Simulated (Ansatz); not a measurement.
**Polymorphs of Li2CrCl4**

4 relaxations of Li2CrCl4 ended in 4 distinct structures. Method: PBE (plane waves to 420 eV, PAW, scalar-relativistic; Ansatz, a program for electronic structure).

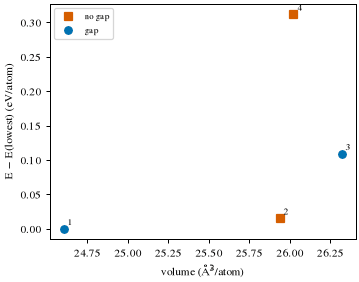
Figure: Energy against volume of the distinct structures, numbered as in the table

```csv
#,space group,Pearson,type,E − E(lowest) (eV/atom),V (Å³/atom),"gap (eV, no SOC)",runs ending here,spin order
1,I-4,tI14,–,0.000,24.60,0.64,1,ferromagnetic
2,Fmm2,oF28,–,0.02,25.94,0.00,1,ferromagnetic
3,Fmmm,oF28,–,0.109,26.32,1.28,1,ferromagnetic
4,P-6m2,hP7,–,0.31,26.02,0.00,1,ferromagnetic
```

I-4, tI14, ferromagnetic is the lowest of the structures calculated here.

Li$_{2}$CrCl$_{4}$ is modelled in the tetragonal space group I-4 (No. 82), Pearson symbol tI14. Lattice parameters: a = b = 6.2155 Å, c = 8.9164 Å, α = β = γ = 90.00°. Li1 on 2b is surrounded by 4 Cl at 2.425 Å. Li2 on 2c is coordinated by 4 Cl at 2.374 Å (tetrahedral). Cr on 2a is surrounded by 4 Cl at 2.359 Å. Cl on 8g is surrounded by 1 Cr at 2.359 Å and 2 Li at 2.374–2.425 Å. (Neighbours: up to the widest gap in distance over summed covalent radii, below 1.35, at either atom; cation-cation and far metal-metal contacts left out.)
(The calculation used a cell of 7 atoms; values per cell refer to that cell.)

 1 generated cell of layers, chains or molecules, poorly bound without dispersion, is left out. Each run could gain symmetry but not lose that of its start, so entries can be saddle points. All of these are generated cells (placed on structure types, drawn at random, substituted or restacked) that were not matched to a known phase here. Each structure is listed in the lowest spin state found for it. The real structure of this composition may not be among these. Static energies at zero pressure. Spin states reached: ferromagnetic; spin orders were not searched systematically. The d or f electrons are treated with no Hubbard U. A magnetic insulating state can be missed without it.
